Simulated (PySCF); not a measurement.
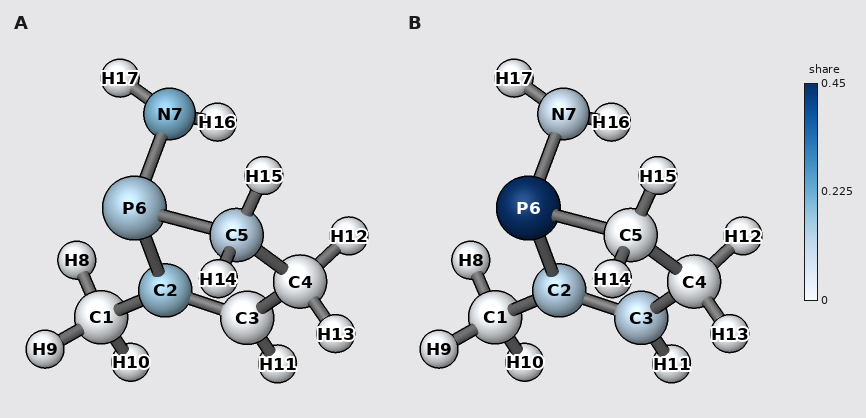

Each panel colours the atoms by their Löwdin share in one orbital (up to four of the largest shares; other atoms are shown as zero). Computed geometry: GFN2-xTB optimisation. No frequency run is at hand to confirm it as a minimum. Method: CAM-B3LYP/def2-SVPD (PySCF 2.14.0).

> The panels show the HOMO−2, HOMO, in some order. Which is which?

A: HOMO−2, −8.84 eV; N7 0.20, C2 0.17, P6 0.14, C5 0.12
B: HOMO, −7.83 eV; P6 0.45, C2 0.13, C3 0.12, N7 0.10

The geometry is semi-empirical. Around P such bond lengths and angles can be off by a tenth of an ångström or more and by several degrees, and values that hang on the shape move with them.
